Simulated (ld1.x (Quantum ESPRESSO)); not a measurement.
# In: generating and testing a PAW potential

Aim: build the potential from the settings below, then test how well it stands in for the atom: other configurations, scattering, ghost states and the plane-wave cutoff that it needs.

The numbers are computed with ld1.x (Quantum ESPRESSO) 7.5 (PBE, scalar-relativistic, spin-unpolarised reference atom).

## (1) Settings

The settings as typed:

* element: indium (In, Z = 49)
* type: PAW
* frozen core: [Kr]
* valence charge: 13
* reference configuration: 4d10 5s2 5p0.75 (charge +0.25)
* partial waves: 5s (bound): rcut 1.60, rcutus 2.05 bohr; 5s channel at 2.55 Ry: rcut 1.60, rcutus 2.05 bohr; 5p (bound): rcut 2.20, rcutus 2.60 bohr; 5p channel at 0.4 Ry: rcut 2.20, rcutus 2.60 bohr; 4d (bound): rcut 1.40, rcutus 1.70 bohr; 4d channel at -0.9 Ry: rcut 1.40, rcutus 1.70 bohr; 4f channel at -0.19 Ry: rcut 2.00, rcutus 2.20 bohr; 4f channel at 2.55 Ry: rcut 2.00, rcutus 2.20 bohr
* local potential: all-electron potential smoothed inside 1.30 bohr (lloc = -2)
* core correction: Bessel-smoothed model core, default radius (core density twice the valence density)
* augmentation charge: PSQ, inside the norm-conserving radii

The nodes and maxima of the atom's own shells, from an earlier all-electron run, set the scale for the radii.

All-electron outer shells of the reference configuration (PBE, scalar-relativistic, ld1.x):

```json
{"shell": "4s", "level (eV)": "-121.34", "outermost node (bohr)": "0.41", "outermost maximum (bohr)": "0.77"}
{"shell": "4p", "level (eV)": "-79.81", "outermost node (bohr)": "0.42", "outermost maximum (bohr)": "0.82"}
{"shell": "4d", "level (eV)": "-20.30", "outermost node (bohr)": "0.40", "outermost maximum (bohr)": "0.94"}
{"shell": "5s", "level (eV)": "-9.75", "outermost node (bohr)": "1.02", "outermost maximum (bohr)": "2.13"}
{"shell": "5p", "level (eV)": "-3.87", "outermost node (bohr)": "1.14", "outermost maximum (bohr)": "2.81"}
```

## (2) Generation

File In.in:

```
 &input
   title='In', zed=49., rel=1, dft='PBE', iswitch=3,
   config='[Kr] 4d10 4f-2 5s2 5p0.75',
   nld=4, rlderiv=2.85, eminld=-3.0, emaxld=5.0, deld=0.02
 /
 &inputp
   pseudotype=3, lpaw=.true., tm=.true., lloc=-2, rcloc=1.30,
   nlcc=.true., new_core_ps=.true.,
   which_augfun='PSQ', rmatch_augfun_nc=.true.,
   file_pseudopw='In.UPF', file_wfcaegen='ae.wfc', file_wfcncgen='nc.wfc', file_beta='beta', file_chi='chi', file_wfcusgen='us.wfc'
 /
8
5S  1  0   2.00   0.00  1.60  2.05  0.0
5S  1  0   0.00   2.55  1.60  2.05  0.0
5P  2  1   0.75   0.00  2.20  2.60  0.0
5P  2  1   0.00   0.40  2.20  2.60  0.0
4D  3  2  10.00   0.00  1.40  1.70  0.0
4D  3  2   0.00  -0.90  1.40  1.70  0.0
4F  4  3  -2.00  -0.19  2.00  2.20  0.0
4F  4  3  -2.00   2.55  2.00  2.20  0.0
 &test
   configts(1)='4d10 5s2 5p0.75'
 /
```

Command:

```bash
$ ld1.x < In.in > In.out
```

The output, In.out (without the banner and most projector matrices):

```text
     Program LD1 v.7.5
     --------------------------- All-electron run ----------------------------

     In
     scalar relativistic calculation

     atomic number is 49.00
     dft =PBE   lsd =0 sic =0 latt =0  beta=0.20 tr2=1.0E-14
     Exchange-correlation= PBE
                           (   1   4   3   4   0   0   0)
     mesh =1241 r(mesh) = 100.30140 a.u. xmin = -7.00 dx = 0.01250
     1 Ry =  13.60569312 eV, c = 137.03599908

     n l     nl                  e(Ry)          e(Ha)          e(eV)
     1 0     1S 1( 2.00)     -2040.0336     -1020.0168    -27756.0708
     2 0     2S 1( 2.00)      -305.5569      -152.7785     -4157.3134
     2 1     2P 1( 6.00)      -274.2607      -137.1303     -3731.5067
     3 0     3S 1( 2.00)       -58.0818       -29.0409      -790.2433
     3 1     3P 1( 6.00)       -47.8337       -23.9168      -650.8105
     4 0     4S 1( 2.00)        -8.9180        -4.4590      -121.3351
     4 1     4P 1( 6.00)        -5.8657        -2.9328       -79.8068
     3 2     3D 1(10.00)       -31.9269       -15.9634      -434.3873
     4 2     4D 1(10.00)        -1.4919        -0.7460       -20.2986
     5 0     5S 1( 2.00)        -0.7167        -0.3583        -9.7510
     5 1     5P 1( 0.75)        -0.2841        -0.1421        -3.8656

     final scf error:  4.0E-15 reached in  27 iterations

     Etot =  -11763.219605 Ry,   -5881.609802 Ha, -160046.756081 eV

     Ekin =   12261.049409 Ry,    6130.524704 Ha,  166820.075622 eV
     Encl =  -28436.987026 Ry,  -14218.493513 Ha, -386904.918823 eV
     Eh   =    4731.640022 Ry,    2365.820011 Ha,   64377.242112 eV
     Exc  =    -318.922010 Ry,    -159.461005 Ha,   -4339.154992 eV

     normalization and overlap integrals

     s(1S/1S) =  1.000000  <r> =   0.0297  <r2> =    0.0012  r(max) =   0.0192
     s(2S/2S) =  1.000000  <r> =   0.1285  <r2> =    0.0195  r(max) =   0.1090
     s(2P/2P) =  1.000000  <r> =   0.1122  <r2> =    0.0154  r(max) =   0.0870
     s(3S/3S) =  1.000000  <r> =   0.3486  <r2> =    0.1390  r(max) =   0.3153
     s(3P/3P) =  1.000000  <r> =   0.3471  <r2> =    0.1399  r(max) =   0.3075
     s(4S/4S) =  1.000000  <r> =   0.8480  <r2> =    0.8143  r(max) =   0.7658
     s(4P/4P) =  1.000000  <r> =   0.9219  <r2> =    0.9726  r(max) =   0.8152
     s(3D/3D) =  1.000000  <r> =   0.3243  <r2> =    0.1250  r(max) =   0.2581
     s(4D/4D) =  1.000000  <r> =   1.1821  <r2> =    1.6797  r(max) =   0.9354
     s(5S/5S) =  1.000000  <r> =   2.5788  <r2> =    7.6252  r(max) =   2.1344
     s(5P/5P) =  1.000000  <r> =   3.5670  <r2> =   14.9403  r(max) =   2.8100

     ------------------------ End of All-electron run ------------------------

     --------------------- Generating PAW atomic setup --------------------

      Generating local potential from pseudized AE potential:
      Matching radius rcloc =   1.3000
      Enforcing V''(0)=0 (lloc=-2)

      Local pseudo, rcloc= 1.295 Estimated cut-off energy=    19.18 Ry

      Computing core charge for nlcc:

       r > 0.68 : true rho core
      Core charge pseudized with two Bessel functions
      Integrated core pseudo-charge :  13.42
      Wfc-us  5S rcutus= 2.030  Estimated cut-off energy=    10.54 Ry
      Wfc-us  5S rcutus= 2.030  Estimated cut-off energy=    16.26 Ry
      Wfc-us  5P rcutus= 2.607  Estimated cut-off energy=    10.87 Ry
      Wfc-us  5P rcutus= 2.607  Estimated cut-off energy=    12.05 Ry
      Wfc-us  4D rcutus= 1.704  Estimated cut-off energy=    40.79 Ry
      Wfc-us  4D rcutus= 1.704  Estimated cut-off energy=    46.53 Ry
      Wfc-us  4F rcutus= 2.188  Estimated cut-off energy=    29.18 Ry
      Wfc-us  4F rcutus= 2.188  Estimated cut-off energy=    33.67 Ry

     Required augmentation: PSQ   radius:    2.600000

     Q pseudized with Bessel functions
     Expected ecutrho=     247.1537 due to l1=  2   l2=  3

     Estimated PAW energy = -410.528493 Ryd

     The PAW screened D coefficients
     1.02743     1.30989     0.00000     0.00000     0.00000     0.00000
     0.00000     0.00000
     1.30989     1.70714     0.00000     0.00000     0.00000     0.00000
     0.00000     0.00000
     0.00000     0.00000     0.41858     0.46350     0.00000     0.00000
     0.00000     0.00000
     0.00000     0.00000     0.46350     0.51547     0.00000     0.00000
     0.00000     0.00000
     0.00000     0.00000     0.00000     0.00000    -1.52777    -0.83845
     0.00000     0.00000
     0.00000     0.00000     0.00000     0.00000    -0.83845    -0.45900
     0.00000     0.00000
     0.00000     0.00000     0.00000     0.00000     0.00000     0.00000
    -0.02617    -0.03641
     0.00000     0.00000     0.00000     0.00000     0.00000     0.00000
    -0.03641     0.08168

     The PAW descreened D coefficients (US)
     1.04979     1.16638     0.00000     0.00000     0.00000     0.00000
     0.00000     0.00000
     1.16638     1.31832     0.00000     0.00000     0.00000     0.00000
     0.00000     0.00000
     0.00000     0.00000     0.32374     0.30685     0.00000     0.00000
     0.00000     0.00000
     0.00000     0.00000     0.30685     0.28592     0.00000     0.00000
     0.00000     0.00000
     0.00000     0.00000     0.00000     0.00000     2.29485     1.44071
     0.00000     0.00000
     0.00000     0.00000     0.00000     0.00000     1.44071     0.89234
     0.00000     0.00000
     0.00000     0.00000     0.00000     0.00000     0.00000     0.00000
     0.20751     0.34893
     0.00000     0.00000     0.00000     0.00000     0.00000     0.00000
     0.34893     0.99015

     ------------------- End of pseudopotential generation -------------------

     [... the all-electron block is printed once more ...]


     Computing logarithmic derivative in   2.86323
     Computing logarithmic derivative in   2.86323
     Computing the partial wave expansion
     R is outside the sphere for l=    0 j= 0.00
     R is outside the sphere for l=    0 j= 0.00
     R is outside the sphere for l=    1 j= 0.00
     R is outside the sphere for l=    1 j= 0.00
     R is outside the sphere for l=    2 j= 0.00
     R is outside the sphere for l=    2 j= 0.00
     R is outside the sphere for l=    3 j= 0.00
     R is outside the sphere for l=    3 j= 0.00

     ---------------------- Testing the pseudopotential ----------------------

     In
     scalar relativistic calculation

     atomic number is 49.00   valence charge is 13.00
     dft = SLA  PW   PBX  PBC   lsd =0 sic =0 latt =0  beta=0.20 tr2=1.0E-14
     mesh =1241 r(mesh) = 100.30140 xmin = -7.00 dx = 0.01250

     n l     nl             e AE (Ry)        e PS (Ry)    De AE-PS (Ry)
     3 2     4D   1(10.00)       -1.49192       -1.49193        0.00001
     1 0     5S   1( 2.00)       -0.71668       -0.71669        0.00000
     2 1     5P   1( 0.75)       -0.28412       -0.28412        0.00000

     eps = 5.4E-16  iter =  4

     Etot =  -11763.219605 Ry,   -5881.609802 Ha, -160046.756081 eV
     Etotps =  -410.528520 Ry,    -205.264260 Ha,   -5585.525063 eV

     Ekin =     220.505027 Ry,     110.252513 Ha,    3000.123723 eV
     Encl =    -413.773859 Ry,    -206.886929 Ha,   -5629.680143 eV
     Ehrt =     101.662307 Ry,      50.831154 Ha,    1383.186158 eV
     Ecxc =    -318.921995 Ry,    -159.460998 Ha,   -4339.154801 eV
     (Ecc =     -30.287231 Ry,     -15.143616 Ha,    -412.078771 eV)

     ---------------------- End of pseudopotential test ----------------------
```

It took 1.6 s on 1 thread of Neoverse-V2, shared host. This counts the later configuration tests of the new file too.

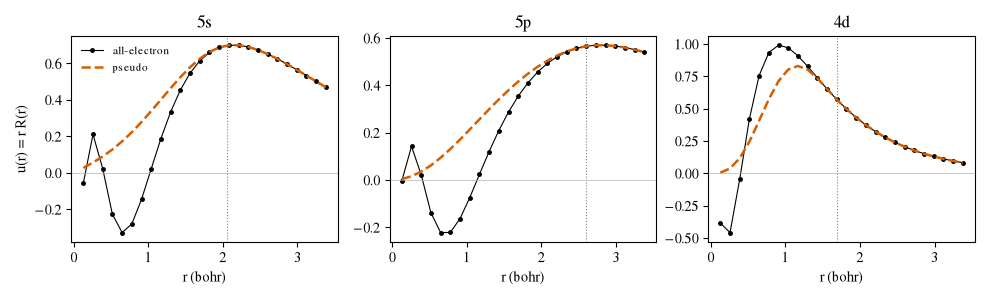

All-electron and pseudo partial waves (5s, 5p, 4d), with the matching radii dotted. The curves join 26 sampled radii, too few to resolve the innermost nodes.

## (3) Configuration tests

File In.test.in:

```
 &input
   title='In', zed=49., rel=1, dft='PBE', iswitch=2,
   config='[Kr] 4d10 4f-2 5s2 5p0.75'
 /
 &test
   file_pseudo='In.UPF', nconf=8,
   configts(1)='4d10 5s2 5p0.75',
   configts(2)='4d10 5s2 5p1',
   configts(3)='4d10 5s2 5p0',
   configts(4)='4d10 5s1 5p0',
   configts(5)='4d10 5s2 5p1.3',
   configts(6)='4d9 5s2 5p1',
   configts(7)='4d10 5s2 5p0.5',
   configts(8)='4d10 5s0 5p0'
 /
```

Command:

```bash
$ ld1.x < In.test.in > In.test.out
```

In.test.out, the pseudopotential blocks:

```text
     ---------------------- Testing the pseudopotential ----------------------

     In
     scalar relativistic calculation

     atomic number is 49.00   valence charge is 13.00
     dft =SLA  PW   PBX  PBC   lsd =0 sic =0 latt =0  beta=0.20 tr2=1.0E-14
     mesh =1241 r(mesh) = 100.30140 xmin = -7.00 dx = 0.01250

     n l     nl             e AE (Ry)        e PS (Ry)    De AE-PS (Ry)
     3 2     4D   1(10.00)       -1.49192       -1.49193        0.00001
     1 0     5S   1( 2.00)       -0.71668       -0.71669        0.00000
     2 1     5P   1( 0.75)       -0.28412       -0.28412        0.00000

     eps = 5.4E-16  iter =  4

     Etot =  -11763.219605 Ry,   -5881.609802 Ha, -160046.756081 eV
     Etotps =  -410.528520 Ry,    -205.264260 Ha,   -5585.525063 eV

     Ekin =     220.505027 Ry,     110.252513 Ha,    3000.123723 eV
     Encl =    -413.773859 Ry,    -206.886929 Ha,   -5629.680143 eV
     Ehrt =     101.662307 Ry,      50.831154 Ha,    1383.186158 eV
     Ecxc =    -318.921995 Ry,    -159.460998 Ha,   -4339.154801 eV
     (Ecc =     -30.287231 Ry,     -15.143616 Ha,    -412.078771 eV)

     ---------------------- End of pseudopotential test ----------------------

     ---------------------- Testing the pseudopotential ----------------------

     In
     scalar relativistic calculation

     atomic number is 49.00   valence charge is 13.00
     dft =SLA  PW   PBX  PBC   lsd =0 sic =0 latt =0  beta=0.20 tr2=1.0E-14
     mesh =1241 r(mesh) = 100.30140 xmin = -7.00 dx = 0.01250

     n l     nl             e AE (Ry)        e PS (Ry)    De AE-PS (Ry)
     3 2     4D   1(10.00)       -1.36879       -1.36885        0.00006
     1 0     5S   1( 2.00)       -0.60349       -0.60350        0.00001
     2 1     5P   1( 1.00)       -0.18511       -0.18511        0.00000

     eps = 7.5E-16  iter =  9

     Etot =  -11763.278081 Ry,   -5881.639040 Ha, -160047.551690 eV
     Etotps =  -410.587011 Ry,    -205.293505 Ha,   -5586.320869 eV
     dEtot_ae =      -0.058476 Ry
     dEtot_ps =      -0.058491 Ry,   Delta E=       0.000014 Ry

     Ekin =     220.552921 Ry,     110.276461 Ha,    3000.775367 eV
     Encl =    -415.372268 Ry,    -207.686134 Ha,   -5651.427615 eV
     Ehrt =     103.229721 Ry,      51.614861 Ha,    1404.511908 eV
     Ecxc =    -318.997385 Ry,    -159.498693 Ha,   -4340.180529 eV
     (Ecc =     -30.287231 Ry,     -15.143616 Ha,    -412.078771 eV)

     ---------------------- End of pseudopotential test ----------------------

     ---------------------- Testing the pseudopotential ----------------------

     In
     scalar relativistic calculation

     atomic number is 49.00   valence charge is 13.00
     dft =SLA  PW   PBX  PBC   lsd =0 sic =0 latt =0  beta=0.20 tr2=1.0E-14
     mesh =1241 r(mesh) = 100.30140 xmin = -7.00 dx = 0.01250

     n l     nl             e AE (Ry)        e PS (Ry)    De AE-PS (Ry)
     3 2     4D   1(10.00)       -1.91631       -1.91612       -0.00019
     1 0     5S   1( 2.00)       -1.09694       -1.09694       -0.00001
     2 1     5P   1( 0.00)       -0.61969       -0.61967       -0.00002

     eps = 3.0E-17  iter = 11

     Etot =  -11762.883901 Ry,   -5881.441951 Ha, -160042.188603 eV
     Etotps =  -410.192738 Ry,    -205.096369 Ha,   -5580.956508 eV
     dEtot_ae =       0.335703 Ry
     dEtot_ps =       0.335783 Ry,   Delta E=      -0.000079 Ry

     Ekin =     220.185393 Ry,     110.092696 Ha,    2995.774884 eV
     Encl =    -408.173358 Ry,    -204.086679 Ha,   -5553.481449 eV
     Ehrt =      96.455115 Ry,      48.227557 Ha,    1312.338692 eV
     Ecxc =    -318.659887 Ry,    -159.329944 Ha,   -4335.588635 eV
     (Ecc =     -30.287231 Ry,     -15.143616 Ha,    -412.078771 eV)

     ---------------------- End of pseudopotential test ----------------------

     ---------------------- Testing the pseudopotential ----------------------

     In
     scalar relativistic calculation

     atomic number is 49.00   valence charge is 13.00
     dft =SLA  PW   PBX  PBC   lsd =0 sic =0 latt =0  beta=0.20 tr2=1.0E-14
     mesh =1241 r(mesh) = 100.30140 xmin = -7.00 dx = 0.01250

     n l     nl             e AE (Ry)        e PS (Ry)    De AE-PS (Ry)
     3 2     4D   1(10.00)       -2.68486       -2.68542        0.00056
     1 0     5S   1( 1.00)       -1.73982       -1.74005        0.00023
     2 1     5P   1( 0.00)       -1.19185       -1.19189        0.00004

     eps = 4.2E-15  iter = 14

     Etot =  -11761.470178 Ry,   -5880.735089 Ha, -160022.953921 eV
     Etotps =  -408.778688 Ry,    -204.389344 Ha,   -5561.717388 eV
     dEtot_ae =       1.749426 Ry
     dEtot_ps =       1.749832 Ry,   Delta E=      -0.000405 Ry

     Ekin =     218.688645 Ry,     109.344322 Ha,    2975.410589 eV
     Encl =    -396.983833 Ry,    -198.491916 Ha,   -5401.240204 eV
     Ehrt =      87.635958 Ry,      43.817979 Ha,    1192.347952 eV
     Ecxc =    -318.119458 Ry,    -159.059729 Ha,   -4328.235725 eV
     (Ecc =     -30.287231 Ry,     -15.143616 Ha,    -412.078771 eV)

     ---------------------- End of pseudopotential test ----------------------

     ---------------------- Testing the pseudopotential ----------------------

     In
     scalar relativistic calculation

     atomic number is 49.00   valence charge is 13.00
     dft =SLA  PW   PBX  PBC   lsd =0 sic =0 latt =0  beta=0.20 tr2=1.0E-14
     mesh =1241 r(mesh) = 100.30140 xmin = -7.00 dx = 0.01250

     n l     nl             e AE (Ry)        e PS (Ry)    De AE-PS (Ry)
     3 2     4D   1(10.00)       -1.23747       -1.23758        0.00011
     1 0     5S   1( 2.00)       -0.48053       -0.48054        0.00001
     2 1     5P   1( 1.30)       -0.07809       -0.07809        0.00000

     eps = 5.4E-15  iter = 11

     Etot =  -11763.317192 Ry,   -5881.658596 Ha, -160048.083822 eV
     Etotps =  -410.626124 Ry,    -205.313062 Ha,   -5586.853036 eV
     dEtot_ae =      -0.097587 Ry
     dEtot_ps =      -0.097604 Ry,   Delta E=       0.000017 Ry

     Ekin =     220.579213 Ry,     110.289606 Ha,    3001.133080 eV
     Encl =    -417.065076 Ry,    -208.532538 Ha,   -5674.459439 eV
     Ehrt =     104.935687 Ry,      52.467844 Ha,    1427.722760 eV
     Ecxc =    -319.075948 Ry,    -159.537974 Ha,   -4341.249437 eV
     (Ecc =     -30.287231 Ry,     -15.143616 Ha,    -412.078771 eV)

     ---------------------- End of pseudopotential test ----------------------
```

3 tests gave no usable result (4d9 5s2 5p1; 4d10 5s2 5p0.5; 4d10 5s0 5p0); the test run stopped with "negative rho".

Energies count from the reference configuration 4d10 5s2 5p0.75; the error is all-electron less pseudo.

| valence configuration | charge | ΔE all-electron (eV) | error AE − PS (meV) |
| --- | --- | --- | --- |
| 4d10 5s2 5p1 | 0 | -0.796 | +0.2 |
| 4d10 5s2 5p0 | +1 | 4.567 | -1.1 |
| 4d10 5s1 5p0 | +2 | 23.802 | -5.5 |
| 4d10 5s2 5p1.3 | -0.3 | -1.328 | +0.2 |

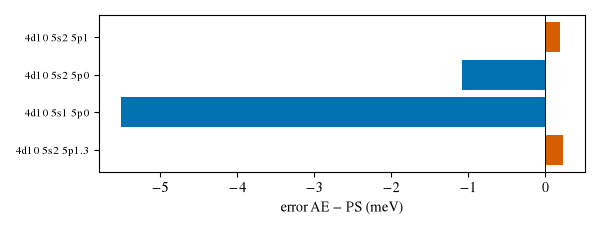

Error of the potential in each test configuration.

## (4) Scattering by logarithmic derivatives

Taken from the files of the generation run. The phase is arctan(r·u′/u) with u = r·R, unwrapped, with energies in Ry. A pole is an energy at which the radial function vanishes at the test radius. The pseudo phase is shifted by a multiple of π to meet the all-electron one at the reference energy. Levels narrower than the energy grid can be missing from the poles. The last column is the largest difference on the grid between −1 and +1 Ry.

| channel | radius (bohr) | reference (Ry) | poles AE | poles PS | energies with phases within 0.05 rad (Ry) | largest difference near zero (rad) |
| --- | --- | --- | --- | --- | --- | --- |
| s | 2.86 | -0.72 | 0.35 | 0.35 | the whole range | 0.001 |
| p | 2.86 | -0.28 | 1.43 | 1.43, 3.38 | below 2.9 | 0.000 |
| d | 2.86 | -1.49 | -1.43, 3.42 | -1.43, 3.43 | the whole range | 0.001 |
| f | 2.86 | -0.19 | 2.64 | 2.64 | below 4.1 | 0.000 |

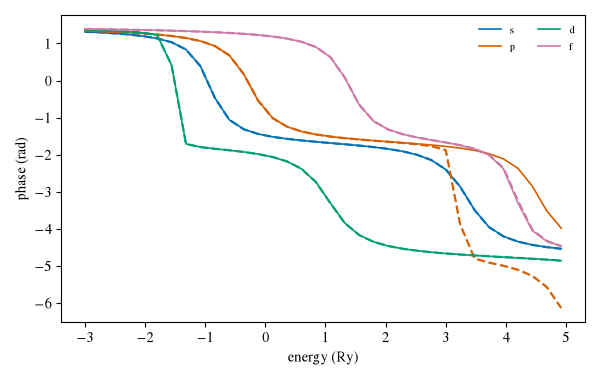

All-electron (solid) and pseudo (dashed) phases against energy.

## (5) Cutoff and ghost test in a Bessel basis

A separate test, outside the generator: the pseudo-atom's Hamiltonian at the reference potential is diagonalised in spherical Bessel functions j_l(qr) that vanish at 20 bohr, with q² up to the cutoff.

All-electron valence levels (Ry): 5s -0.7167, 5p -0.2841, 4d -1.4919. The lowest levels of each channel (Ry) by cutoff; the last column sums, over occupied levels, occupation times the distance from the level at 400 Ry. A positive value is a state of the box, at any cutoff.

```
cutoff (Ry)     s #1     p #1     d #1    f #1  Σ f·Δε (mRy)
          8  -0.7146  -0.2840  -0.1872  0.0643       13051.8
         12  -0.7165  -0.2841  -0.6369  0.0643        8550.5
         21  -0.7167  -0.2841  -1.3463  0.0643        1456.7
         30  -0.7167  -0.2841  -1.4771  0.0643         148.8
         40  -0.7167  -0.2841  -1.4910  0.0643           8.9
         50  -0.7167  -0.2841  -1.4914  0.0643           5.6
         70  -0.7167  -0.2841  -1.4918  0.0643           0.9
         90  -0.7167  -0.2841  -1.4919  0.0643           0.3
        400  -0.7167  -0.2841  -1.4919  0.0643           0.0
```

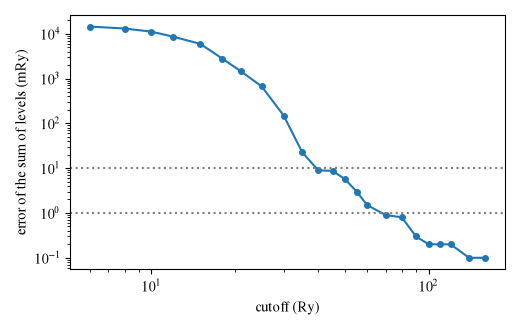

Occupation-weighted error of the valence levels against the cutoff; the dotted lines mark 10 and 1 mRy.

The sum stays within 10 mRy from 40 Ry and within 1 mRy from 70 Ry. The sum leaves out empty levels, which can need more. Ghost test: no level below the all-electron spectrum of its channel (s, p, d, f tested).

## (6) Results

```
                                                quantity                                          value
               cutoffs for 10 and 1 mRy, occupied levels                                40 Ry and 70 Ry
                                            bound ghosts                                     none found
                            largest test error (AE − PS)  -5.5 meV, for 4d10 5s1 5p0 (3 tests unsolved)
largest phase difference near zero energy, channels read                                      0.001 rad
         lowest eigenvalue of the overlap (Bessel basis)                                      0.451 (p)
               density cutoff estimated by the generator                                         247 Ry
```

What this shows: By total energies transferability is good where solved: the largest error is 5.5 meV on 23.8 eV, for 4d10 5s1 5p0. The test run broke off, so the later configurations were never tried; the verdict rests on few tests. The potential is of middling hardness: the looser tolerance needs 40 Ry. The slowest level is 4d: taken alone it needs 40 Ry to come within 1 mRy, against 10 Ry for 5s. The program's ghost test flags no bound state. Near zero energy the phases of the channels with partial waves agree within 0.001 rad.
